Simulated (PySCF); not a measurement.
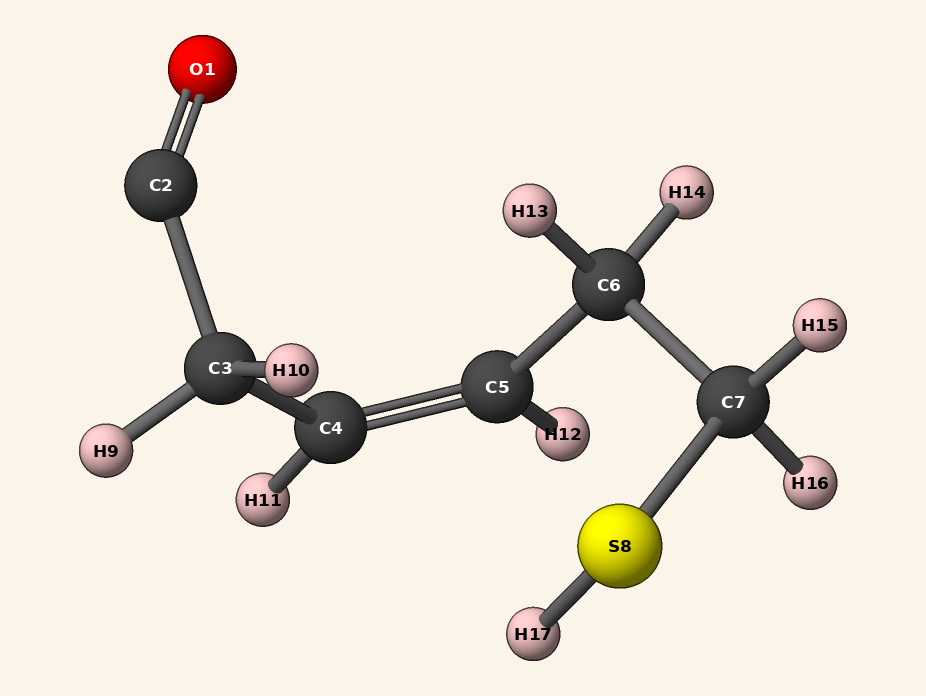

The questions are on Mulliken spin populations. The species is neutral and a spin doublet. The geometry was computed by an optimisation with GFN2-xTB. No frequency run is at hand to confirm it as a minimum. Method: UKS B3LYP, pcH-1 on C H O S, non-relativistic (PySCF 2.14.0).

Q: Which atom carries the largest spin population?

A: C2 (0.65 e).

Q: Which atom has the lowest spin population?

A: C6, C7, S8, H9, H10, H11, H12, H13, H14, H15, H16, H17 (0.00 e).

List the Mulliken spin populations.

| atom | value (e) |
| --- | --- |
| O1 | 0.23 |
| C2 | 0.65 |
| C3 | 0.06 |
| C4 | 0.01 |
| C5 | 0.06 |
| C6 | 0.00 |
| C7 | 0.00 |
| S8 | 0.00 |
| H9 | 0.00 |
| H10 | 0.00 |
| H11 | 0.00 |
| H12 | 0.00 |
| H13 | 0.00 |
| H14 | 0.00 |
| H15 | 0.00 |
| H16 | 0.00 |
| H17 | 0.00 |

Mulliken values depend strongly on the basis set.
